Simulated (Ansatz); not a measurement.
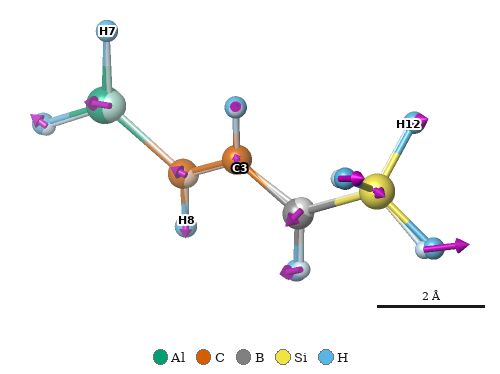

This is a relaxation of C2H8AlBSi (coarse preliminary run). The starting structure is drawn faded, the final one solid; purple arrows show the displacements, magnified 5 times. The two geometries are superimposed by the best rigid fit.

Style: ball-and-stick. Shown at a tilt.

The start comes from a force field.

The calculation used RKS PBE-D4/def2-SVP in Ansatz. (force threshold 0.03 eV/Å; at most 200 steps)

Question: Describe the change and its energy.

Answer: An H atom moves most after the best rigid fit: 0.18 Å. By element the largest moves are H 0.18 Å, Al 0.13 Å, B 0.09 Å, C 0.07 Å, Si 0.06 Å. Some distances before and after: B–Si 1.899 → 2.025 Å, Al–H 1.674 → 1.599 Å, C–H 1.049 → 1.110 Å, C–C 1.312 → 1.373 Å. Among the angles between lasting bonds that change: C–Al–H 123.5° → 116.9°, C–C–H 120.4° → 115.3°, H–Si–H 112.2° → 107.7°. After 5 geometry steps the energy has fallen by 11.6 kcal/mol. Largest force component: 3.4 eV/Å at the start, 0.016 eV/Å at the end. Cost: 4.6 s on 4 threads of AMD EPYC 9R45 96-Core, with other jobs on the host.
